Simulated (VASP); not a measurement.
Band structure of ZrPbO3 (space group Pm-3m). Level of theory: PBEsol GGA, VASP's PBE PAW potentials (set 64) (plane waves; VASP).

Unless said otherwise, spin-orbit coupling is left out, though it shifts the bands of the heavy elements here.

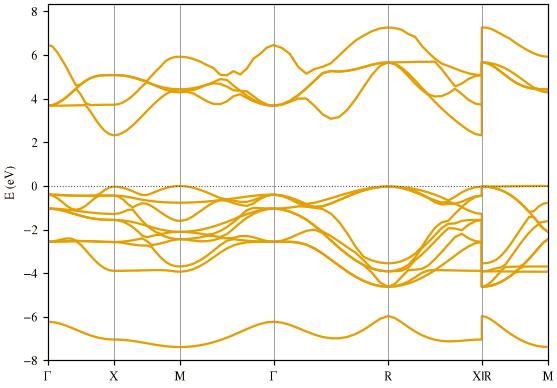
Bands along high-symmetry lines, zero at the valence-band maximum or, without a gap, the Fermi level

Task: Read the plot: is there a gap, and where are the band edges?

Result: The gap is indirect, 2.32 eV, from the valence maximum at M to the conduction minimum at X. (Edges off the drawn lines would not show.)

The structure comes from a computed database's ZrPbO3 entry (Pm-3m); how it stands against other phases isn't given here. It was relaxed first.
